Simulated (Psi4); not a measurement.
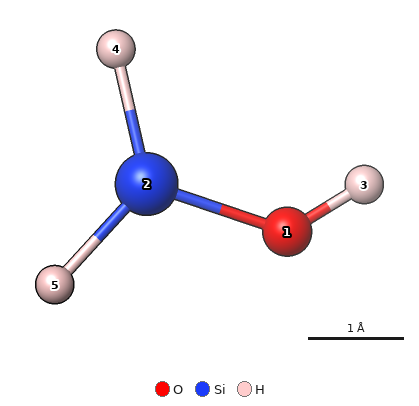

Fig. 1: The structure (ball-and-stick view, seen on its broad side; atoms are numbered from 1 in the order of the input). Bond lengths as drawn: H–O 0.97 Å, H–Si 1.46 Å and O–Si 1.57 Å.

# Run report: SiH3O, single-point calculation

SiH3O, multiplicity 2, SMILES O[SiH2], computed with M06-2X/cc-pVTZ, UKS (Psi4 1.11).

The geometry was optimised with M06-2X/cc-pVTZ.

The program's output:
```
=> Loading Basis Set <=

    Name: CC-PVTZ
    Role: ORBITAL
    Keyword: BASIS

         ---------------------------------------------------------
                                   SCF
                              UKS Reference
                        1 Threads,   1525 MiB Core
         ---------------------------------------------------------

  ==> Geometry <==

    Molecular point group: c1
    Full point group: C1

    Geometry (in Angstrom), charge = 0, multiplicity = 2:

       Center              X                  Y                   Z               Mass
    ------------   -----------------  -----------------  -----------------  -----------------
         O            0.611008926906    -0.513938243016     0.629927641042    15.994914619570
         SI          -0.323546073094     0.297945756984    -0.334125358958    27.976926534650
         H            0.706023926906    -1.468248243016     0.747731641042     1.007825032230
         H           -1.236078073094    -0.390443243016    -1.245449358958     1.007825032230
         H           -0.185557073094     1.744377756984    -0.224469358958     1.007825032230

  Running in c1 symmetry.

  Rotational constants: A =      4.36312  B =      0.54622  C =      0.48545 [cm^-1]
  Rotational constants: A = 130802.96590  B =  16375.23000  C =  14553.30264 [MHz]
  Nuclear repulsion =   59.314893493751462

  Charge       = 0
  Multiplicity = 2
  Electrons    = 25
  Nalpha       = 13
  Nbeta        = 12

  ==> Algorithm <==

  SCF Algorithm Type is DF.
  DIIS enabled.
  MOM disabled.
  Fractional occupation disabled.
  Guess Type is SAD.
  Energy threshold   = 1.00e-06
  Density threshold  = 1.00e-06
  Integral threshold = 1.00e-12

  ==> Primary Basis <==

  Basis Set: CC-PVTZ
    Blend: CC-PVTZ
    Number of shells: 40
    Number of basis functions: 106
    Number of Cartesian functions: 119
    Spherical Harmonics?: true
    Max angular momentum: 3

  ==> DFT Potential <==

   => LibXC <=

    Version 7.1.2

   => Composite Functional: M06-2X <=

    Deriv               =              1
    GGA                 =           TRUE
    Meta                =           TRUE

    Exchange Hybrid     =           TRUE
    MP2 Hybrid          =          FALSE

   => Exchange Functionals <=

    1.0000   XC_HYB_MGGA_X_M06_2X

   => Exact (HF) Exchange <=

    0.5400               HF

   => Correlation Functionals <=

    1.0000   XC_MGGA_C_M06_2X

   => LibXC Density Thresholds  <==

    XC_MGGA_C_M06_2X:  1.00E-12
    XC_HYB_MGGA_X_M06_2X:  1.00E-15

   => Molecular Quadrature <=

    Radial Scheme          =       TREUTLER
    Pruning Scheme         =           NONE
    Nuclear Scheme         =       TREUTLER

    Blocking Scheme        =         OCTREE
    BS radius alpha        =              1
    Pruning alpha          =              1
    Radial Points          =             75
    Spherical Points       =            302
    Total Points           =         109208
    Total Blocks           =            867
    Max Points             =            256
    Max Functions          =            106
    Weights Tolerance      =       1.00E-15

   => Loading Basis Set <=

    Name: (CC-PVTZ AUX)
    Role: JKFIT
    Keyword: DF_BASIS_SCF

  ==> Integral Setup <==

  DFHelper Memory: AOs need 0.027 GiB; user supplied 0.408 GiB.
  SCF_SUBTYPE=INCORE selected. In-core MEM_DF algorithm will be used.
  Using in-core AOs.

  ==> MemDFJK: Density-Fitted J/K Matrices <==

    J tasked:                   Yes
    K tasked:                   Yes
    wK tasked:                   No
    Memory [MiB]:               417
    Algorithm:                 Core
    Schwarz Cutoff:           1E-12
    Mask sparsity (%):       0.0356
    Fitting Condition:        1E-10

   => Auxiliary Basis Set <=

  Basis Set: (CC-PVTZ AUX)
    Blend: CC-PVTZ-JKFIT
    Number of shells: 92
    Number of basis functions: 290
    Number of Cartesian functions: 346
    Spherical Harmonics?: true
    Max angular momentum: 4

  Cached 100.0% of DFT collocation blocks in 0.710 [GiB].

  Minimum eigenvalue in the overlap matrix is 1.7549881928E-03.
  Reciprocal condition number of the overlap matrix is 3.4533620004E-04.
    Using symmetric orthogonalization.

  ==> Pre-Iterations <==

  SCF Guess: Superposition of Atomic Densities via on-the-fly atomic UHF (no occupation information).

   -------------------------
    Irrep   Nso     Nmo
   -------------------------
     A        106     106
   -------------------------
    Total     106     106
   -------------------------

  ==> Iterations <==

                           Total Energy        Delta E     RMS |[F,P]|

   @DF-UKS iter SAD:  -366.03381607952304   -3.66034e+02   0.00000e+00
   @DF-UKS iter   1:  -366.34468435148142   -3.10868e-01   5.56821e-03 DIIS/ADIIS
   @DF-UKS iter   2:  -366.29644789082198    4.82365e-02   6.61790e-03 DIIS/ADIIS
   @DF-UKS iter   3:  -366.46258294297496   -1.66135e-01   5.38040e-04 DIIS/ADIIS
   @DF-UKS iter   4:  -366.46379011576255   -1.20717e-03   9.80171e-05 DIIS
   @DF-UKS iter   5:  -366.46386488536257   -7.47696e-05   2.45039e-05 DIIS
   @DF-UKS iter   6:  -366.46387267345807   -7.78810e-06   7.81322e-06 DIIS
   @DF-UKS iter   7:  -366.46387395917304   -1.28571e-06   2.31192e-06 DIIS
   @DF-UKS iter   8:  -366.46387404346814   -8.42951e-08   4.18626e-07 DIIS
  Energy and wave function converged.

  ==> Post-Iterations <==

   Electrons on quadrature grid:
      Nalpha   =   12.9999969517 ; deviation = -3.048e-06
      Nbeta    =   11.9999989842 ; deviation = -1.016e-06
      Ntotal   =   24.9999959359 ; deviation = -4.064e-06

   @Spin Contamination Metric:   6.586585295E-03
   @S^2 Expected:                7.500000000E-01
   @S^2 Observed:                7.565865853E-01
   @S   Expected:                5.000000000E-01
   @S   Observed:                5.000000000E-01

    Orbital Energies [Eh]
    ---------------------

    Alpha Occupied:

       1A    -67.038036     2A    -19.636194     3A     -5.561839
       4A     -3.878507     5A     -3.872481     6A     -3.870516
       7A     -1.150269     8A     -0.673132     9A     -0.540333
      10A     -0.475142    11A     -0.467526    12A     -0.402974
      13A     -0.183200

    Alpha Virtual:

      14A      0.030731    15A      0.060393    16A      0.104786
      17A      0.161872    18A      0.181546    19A      0.222525
      20A      0.228698    21A      0.276034    22A      0.303970
      23A      0.318342    24A      0.343318    25A      0.355113
      26A      0.424852    27A      0.505012    28A      0.558876
      29A      0.592266    30A      0.651662    31A      0.680418
      32A      0.758044    33A      0.766164    34A      0.786431
      35A      0.839360    36A      0.923940    37A      0.953290
      38A      0.956500    39A      0.970834    40A      0.972708
      41A      0.996009    42A      1.090054    43A      1.115096
      44A      1.147265    45A      1.158992    46A      1.175343
      47A      1.238927    48A      1.268931    49A      1.300391
      50A      1.387608    51A      1.479892    52A      1.533367
      53A      1.566346    54A      1.574014    55A      1.829988
      56A      1.938656    57A      2.035868    58A      2.077649
      59A      2.224104    60A      2.277827    61A      2.395406
      62A      2.480771    63A      2.714719    64A      2.789594
      65A      2.969948    66A      3.150255    67A      3.196543
      68A      3.225928    69A      3.246138    70A      3.250292
      71A      3.281181    72A      3.417735    73A      3.491932
      74A      3.537583    75A      3.549013    76A      3.624909
      77A      3.723144    78A      3.761705    79A      3.780114
      80A      3.820392    81A      3.838879    82A      3.881391
      83A      3.895802    84A      3.960709    85A      4.062888
      86A      4.135173    87A      4.188050    88A      4.199730
      89A      4.555777    90A      4.604914    91A      4.641867
      92A      4.755086    93A      5.144425    94A      5.183371
      95A      5.252796    96A      5.436227    97A      5.496868
      98A      6.382520    99A      6.485586   100A      6.511894
     101A      6.528458   102A      6.631470   103A      6.643627
     104A      6.980738   105A      7.277052   106A     11.178157

    Beta Occupied:

       1A    -67.033174     2A    -19.633807     3A     -5.559760
       4A     -3.870927     5A     -3.868721     6A     -3.865230
       7A     -1.143504     8A     -0.662799     9A     -0.523959
      10A     -0.470496    11A     -0.441790    12A     -0.403226

    Beta Virtual:

      13A     -0.029031    14A      0.037662    15A      0.067336
      16A      0.102829    17A      0.148867    18A      0.159826
      19A      0.214241    20A      0.238756    21A      0.254912
      22A      0.295055    23A      0.334986    24A      0.339298
      25A      0.339548    26A      0.408356    27A      0.500647
      28A      0.558984    29A      0.600274    30A      0.654095
      31A      0.683295    32A      0.761408    33A      0.767381
      34A      0.792995    35A      0.845452    36A      0.922627
      37A      0.969294    38A      0.981451    39A      0.994801
      40A      0.999235    41A      0.999762    42A      1.096037
      43A      1.109547    44A      1.161712    45A      1.182610
      46A      1.184284    47A      1.247772    48A      1.284746
      49A      1.317417    50A      1.395529    51A      1.503499
      52A      1.553678    53A      1.582817    54A      1.601664
      55A      1.836566    56A      1.944871    57A      2.049086
      58A      2.084455    59A      2.264719    60A      2.284454
      61A      2.405053    62A      2.494365    63A      2.721569
      64A      2.798975    65A      2.977673    66A      3.166567
      67A      3.202309    68A      3.230453    69A      3.255469
      70A      3.268133    71A      3.293477    72A      3.433142
      73A      3.517828    74A      3.561525    75A      3.605642
      76A      3.666711    77A      3.734195    78A      3.767752
      79A      3.788754    80A      3.852730    81A      3.881090
      82A      3.894042    83A      3.904892    84A      3.969092
      85A      4.122582    86A      4.149331    87A      4.193547
      88A      4.208812    89A      4.568688    90A      4.622234
      91A      4.669510    92A      4.776048    93A      5.147615
      94A      5.183964    95A      5.255850    96A      5.434783
      97A      5.498656    98A      6.389204    99A      6.491978
     100A      6.514951   101A      6.528092   102A      6.637037
     103A      6.644900   104A      6.982439   105A      7.279279
     106A     11.180729

    Final Occupation by Irrep:
              A
    DOCC [    12 ]
    SOCC [     1 ]
    NA   [    13 ]
    NB   [    12 ]

  @DF-UKS Final Energy:  -366.46387404346814

   => Energetics <=

    Nuclear Repulsion Energy =             59.3148934937514625
    One-Electron Energy =                -624.4147338841273722
    Two-Electron Energy =                 213.2168187208438326
    DFT Exchange-Correlation Energy =     -14.5808523739360538
    Empirical Dispersion Energy =           0.0000000000000000
    VV10 Nonlocal Energy =                  0.0000000000000000
    Total Energy =                       -366.4638740434681381

  UHF NO Occupations:
  HONO-2 :   11  A 1.9995572
  HONO-1 :   12  A 1.9975195
  HONO-0 :   13  A 1.0000000
  LUNO+0 :   14  A 0.0024805
  LUNO+1 :   15  A 0.0004428
  LUNO+2 :   16  A 0.0002582
  LUNO+3 :   17  A 0.0000927

Computation Completed

Properties will be evaluated at   0.000000,   0.000000,   0.000000 [a0]

Properties computed using the SCF density matrix

 Multipole Moments:

 ------------------------------------------------------------------------------------
     Multipole            Electronic (a.u.)      Nuclear  (a.u.)        Total (a.u.)
 ------------------------------------------------------------------------------------

 L = 1.  Multiply by 2.5417464519 to convert [e a0] to [Debye]
 Dipole X            :          0.6946926           -0.6749815            0.0197111
 Dipole Y            :         -0.5022406           -0.1031395           -0.6053801
 Dipole Z            :          0.7144318           -0.6812859            0.0331459
 Magnitude           :                                                    0.6066072

 ------------------------------------------------------------------------------------

	total time  =         12 seconds =       0.20 minutes
```

Standard output:
```
E = -366.463874043
```

This output came from the following input.

Input (h3osi.py):
```python
import psi4

psi4.set_memory('1600 MB')
psi4.set_num_threads(1)
psi4.core.set_output_file('h3osi.out', False)

with open('h3osi.xyz') as f:
    atoms = ''.join(f.readlines()[2:])
molecule = psi4.geometry('0 2\n' + atoms + '')

psi4.set_options({
    'basis': 'cc-pVTZ',
    'reference': 'uks',
})

e = psi4.energy('m06-2x')
print('E =', round(e, 9))
```

File h3osi.xyz:
```
5
H3OSi
O      0.789846    -0.456033     0.578150
Si    -0.144709     0.355851    -0.385903
H      0.884861    -1.410343     0.695954
H     -1.057241    -0.332538    -1.297227
H     -0.006720     1.802283    -0.276247
```

Run as:
```bash
python h3osi.py
```

Key numbers:

| quantity | value |
| --- | --- |
| outcome | converged |
| total energy | −366.463874 hartree |
| basis functions | 106 |
| ⟨S²⟩ | 0.757 |
| dipole moment | 1.54 D |
| hardware | 1 thread of AMD EPYC (Zen 4), 64 GiB of memory available, shared host |
| wall time | 13 s |
| peak memory | 1 GiB |
